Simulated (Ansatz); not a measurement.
**CH$_{5}$BFGe (SMILES C[B](F)[GeH2]) (doublet): density, localisation and related maps**

Input

```
crystal:
  periodic: [false, false, false]
  atoms:
    - symbol: C
      position_ang: [-1.436882, -2.400932, 1.918295]
    - symbol: B
      position_ang: [-1.180468, -1.050384, 1.163211]
    - symbol: F
      position_ang: [-2.171987, -0.158873, 1.068596]
    - symbol: Ge
      position_ang: [0.570634, -0.576288, 0.209681]
    - symbol: H
      position_ang: [-2.292293, -2.926613, 1.469435]
    - symbol: H
      position_ang: [-0.581969, -3.083040, 1.927297]
    - symbol: H
      position_ang: [-1.720226, -2.194607, 2.960686]
    - symbol: H
      position_ang: [1.868224, -1.360363, 0.519758]
    - symbol: H
      position_ang: [0.905607, 0.869141, -0.227976]
basis:
  gaussian: {orbitals: def2-TZVPD}
magnetization: {spin_polarized: true, initial_magnetization: 1}
hamiltonian: {xc: pbe0}
output: {forces: true, orbitals: {seedname: orbitals}}
```

Command:

```sh
ansatz run input.yaml --threads 2 --pin off --max-ram 4350MiB --events-out events.jsonl --progress --plain --runs-dir runs
```

Geometry: B3LYP/6-31G*.

Level of theory: isolated molecule in a Gaussian basis; Kohn-Sham density functional theory, functional PBE0 in Ansatz.

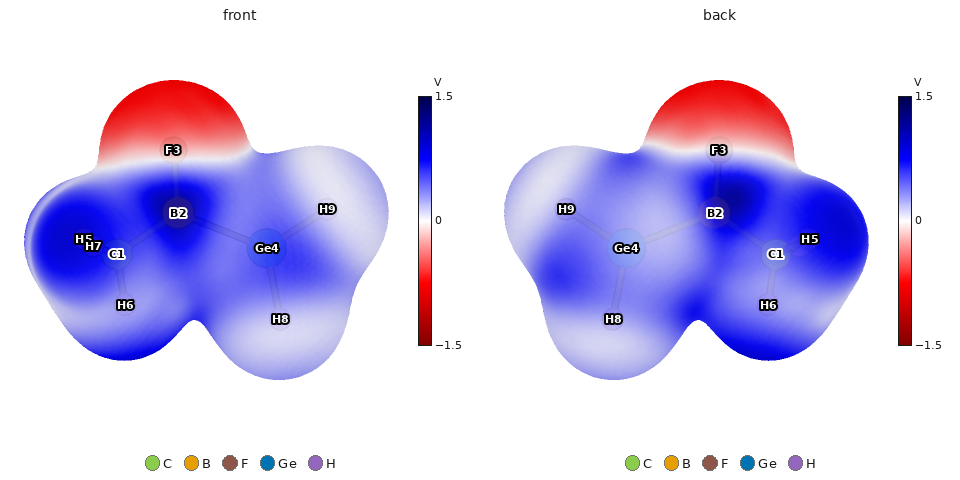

Figure 1. The molecular electrostatic potential painted on the density surface at 0.002 e/bohr³, seen from the front and from behind; the colour scale runs from red (negative) to blue (positive).

Where is the surface potential most negative and most positive?

The most negative region (about −0.8 V) lies over F3, the most positive (about +1.1 V) over B2.

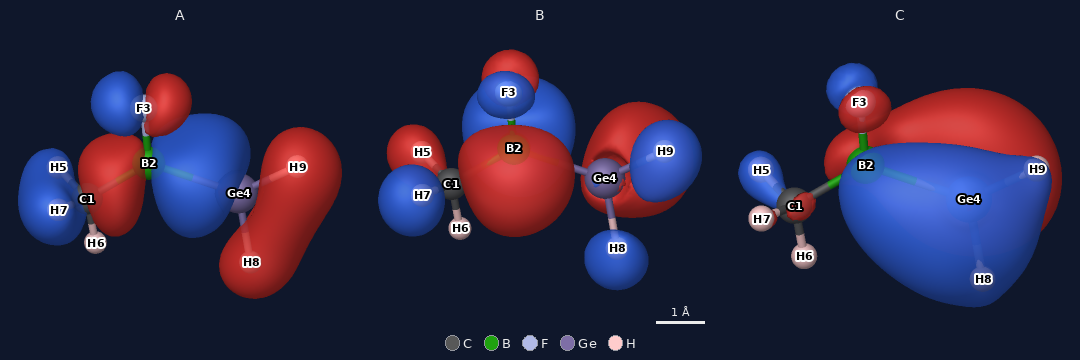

Figure 2. Three frontier orbitals at ±0.08 Å⁻³ᐟ² (blue and red are the two phases), in no order.

Which picture is the HOMO−1, the HOMO and the LUMO? All are α orbitals.

A is the HOMO−1 (α) (−8.33 eV). It lies mainly on Ge4 (about 30 %), B2 (about 20 %), C1 (about 15 %), F3 (about 10 %) and H9 (about 10 %). C is the HOMO (α) (−5.95 eV). It lies mainly on Ge4 (about 70 %) and B2 (about 15 %). B is the LUMO (α) (−0.70 eV). Its weight (Hirshfeld) is mainly on B2 (about 40 %), Ge4 (about 30 %), F3 (about 10 %) and C1 (about 10 %).

What is the gap between the highest occupied and lowest empty α orbitals?

5.25 eV between the orbital energies.

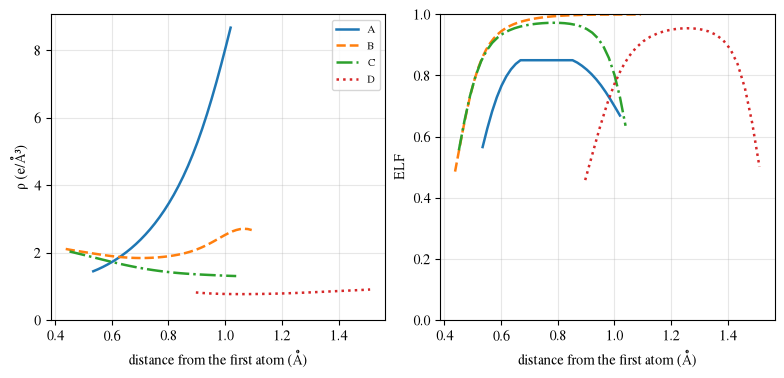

Figure 3. Electron density and ELF along straight lines between neighbouring atoms. The curves leave out the atomic cores.

Which curve belongs to which contact (B–F, C–B, C–H and Ge–B)? The first atom named is at distance zero.

Curve A: B–F (1.34 Å): ρ is about 2.1 e/Å³ halfway; the ELF peaks at about 0.85 between the atoms: a polar covalent bond. Curve B: C–H (1.09 Å): the density is about 2 e/Å³ at the midpoint; the ELF climbs to about 1 towards the hydrogen, as it does in any bond to H (an ordinary covalent bond to hydrogen). Curve C: C–B (1.57 Å): ρ is about 1.4 e/Å³ halfway; the ELF peaks at about 1 between the atoms (localised, covalent bonding). Curve D: Ge–B (2.05 Å): ρ is about 0.77 e/Å³ halfway; the ELF peaks at about 0.95 between the atoms (a covalent bond).
